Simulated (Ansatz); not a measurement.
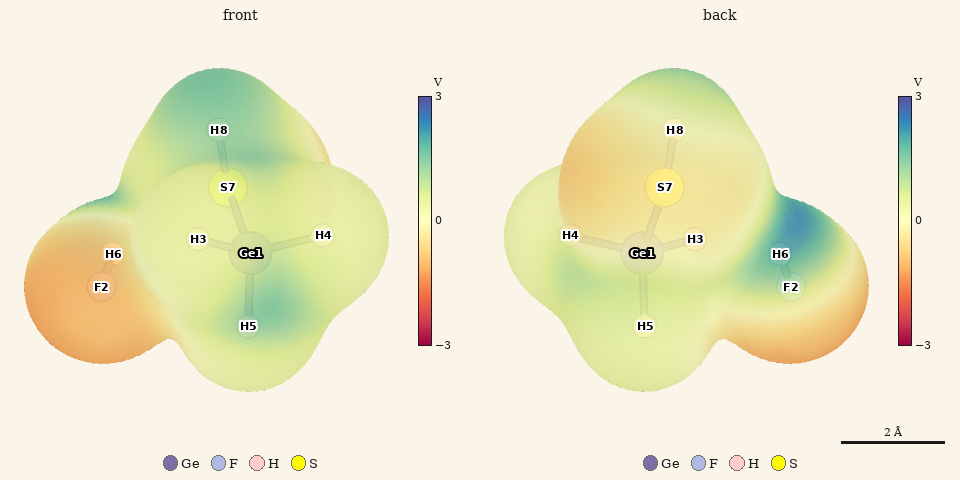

GeH4S···HF. The molecular electrostatic potential painted on the density surface at 0.002 e/bohr³, seen from the front and from behind; the colour scale runs from red (negative) to blue (positive).

Not at a stationary point (largest force 1.1 eV/Å).

These are results of RKS PBE0/def2-SVP in Ansatz, not measurements.

The calculation's input:

```
crystal:
  periodic: [false, false, false]
  atoms:
    - { symbol: Ge, position_ang: [-0.5338, 0.1518, -0.7496] }
    - { symbol: F, position_ang: [1.1446, -1.101, -0.4863] }
    - { symbol: H, position_ang: [0.0864, 0.2154, -2.1261] }
    - { symbol: H, position_ang: [-1.1912, 1.5248, -0.5484] }
    - { symbol: H, position_ang: [-1.5026, -0.9765, -0.5871] }
    - { symbol: H, position_ang: [1.0914, -0.9126, 0.6986] }
    - { symbol: S, position_ang: [0.0528, 0.0283, 1.8107] }
    - { symbol: H, position_ang: [0.8525, 1.0699, 1.9881] }
basis:
  gaussian: { orbitals: def2-SVP }
hamiltonian:
  xc: pbe0
relax:
  f_tol: 0.15
  max_steps: 25
  restrain:
    - { distance: [0, 6], at: 2.25, k: 30.0 }
    - { distance: [5, 1], at: 0.88, k: 30.0 }
    - { distance: [0, 1], at: 3.07, k: 30.0 }
    - { distance: [5, 6], at: 2.66, k: 30.0 }
output:
  orbitals: {}
```

Run with:

```sh
ansatz run input.yaml --threads 2 --pin off --max-ram 3072MiB --backend cpu --events-out ev --progress --plain --runs-dir out
```

The fields are those of the run's last geometry, not of the input's.

Which sites attract a positive test charge, and which a negative one?

A positive charge is drawn to the negative regions and a negative charge to the positive ones. The most negative region (about −1.2 V) lies over F2, the most positive (about +2.2 V) over H6.
